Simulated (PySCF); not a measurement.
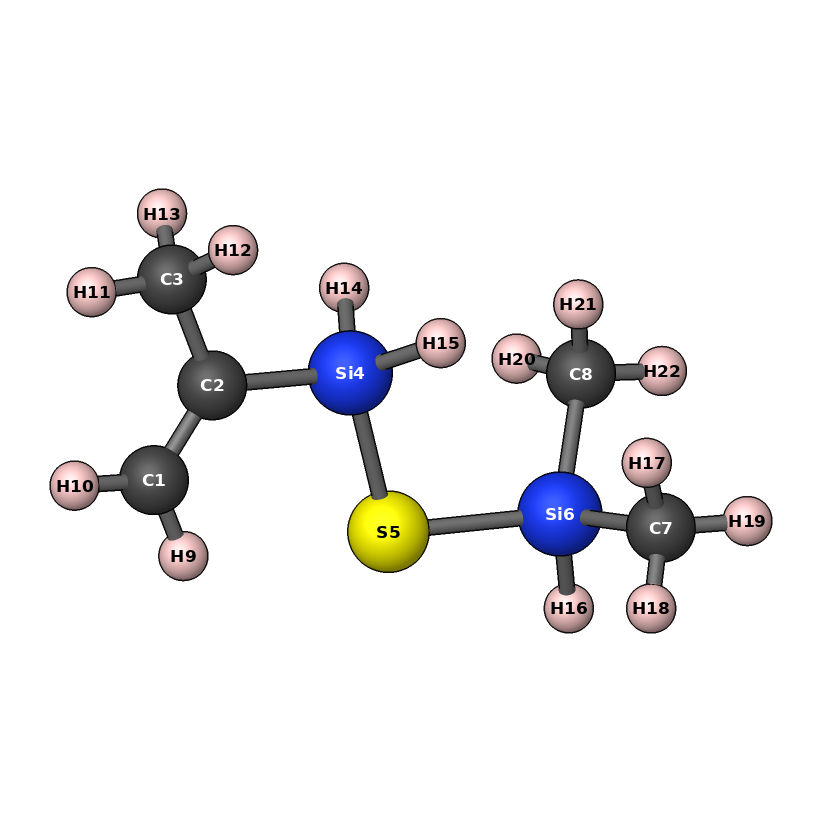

The geometry was computed by an optimisation with GFN2-xTB. No frequency run is at hand to confirm it as a minimum. Method: GIAO PBE0/pcSseg-1 NMR shielding, non-relativistic, gas phase (PySCF 2.14.0). Principal shieldings σ11 ≤ σ22 ≤ σ33, span Ω = σ33 − σ11, skew κ = 3(σiso − σ22)/Ω.

Which Si atom has the most anisotropic shielding?

Answer. Si4, with a span of 97 ppm.

Give the shielding tensors of the Si atoms.

```json
{"atom": "Si4", "σ11": "343.4", "σ22": "384.4", "σ33": "439.9", "σiso": "389.2", "Ω": "96.5", "κ": "0.15"}
{"atom": "Si6", "σ11": "299.7", "σ22": "370.3", "σ33": "381.6", "σiso": "350.5", "Ω": "81.9", "κ": "−0.72"}
```

Shieldings and span in ppm.

The geometry is semi-empirical. Around Si such bond lengths and angles can be off by a tenth of an ångström or more and by several degrees, and values that hang on the shape move with them.
